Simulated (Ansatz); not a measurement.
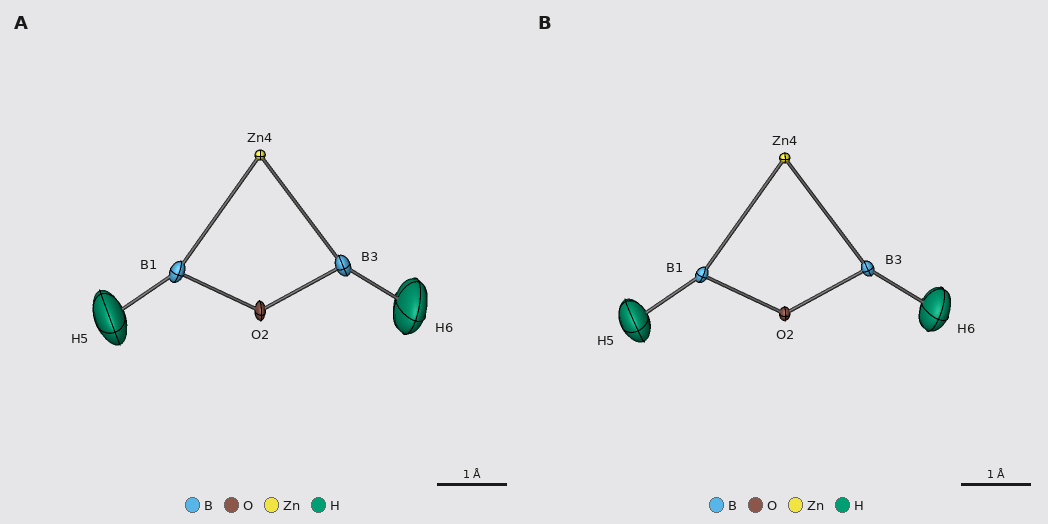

Displacement ellipsoids at the 50 % level, scaled by 1.5, from the internal vibrations of the free molecule (harmonic, no overall translation or rotation; no half-axis is drawn under 0.075 Å). Vibrations computed with RKS PBE0-D4/def2-TZVP (Ansatz 0.2.0). One panel is for 200 K, the other for 600 K.

Which panel is for 600 K?

A.

How much does the mean-square displacement of O2 grow, and why?

U_eq goes from 0.0018 to 0.0039 Å², a factor of 2.2. Modes below kT (417 cm⁻¹ at 600 K) grow about in proportion to T, and the lowest lies at 220 cm⁻¹; the mean-square amplitude of a mode is its zero-point value times coth(ħω/2kT), which comes close to 1 only above about 3kT.
